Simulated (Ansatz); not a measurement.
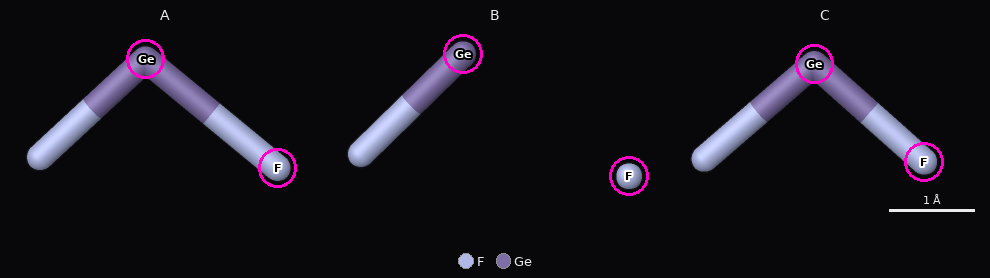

Energy scan for GeF$_{2}$, in which one F–Ge bond length is varied, with all other coordinates relaxed. Style: stick. Shown face on. The ringed atoms are those of the scanned coordinate.

Level of theory: PBE0-D4 (def2-TZVPP, Ansatz), on geometries relaxed under the constraint at PBE0-D4/def2-TZVP. Energies are counted from the PBE0-D4/def2-TZVP minimum geometry at the same level.

### Rank the frames from lowest to highest energy.

Lowest first: C (the distance 1.745 Å, 0.0 kJ/mol), A (the distance 2.028 Å, 61.5 kJ/mol), B (the distance 2.443 Å, 211.0 kJ/mol). Over the whole scan: the lowest computed point lies at the distance 1.745 Å (0.0 kJ/mol). At the ends of the scan the energy is 82.2 kJ/mol (1.535 Å) and 211.0 kJ/mol (2.443 Å). The curvature at the lowest point is about 27 eV/Å² (4.3 mdyn/Å). The well is steeper on the short side, as for any bond.
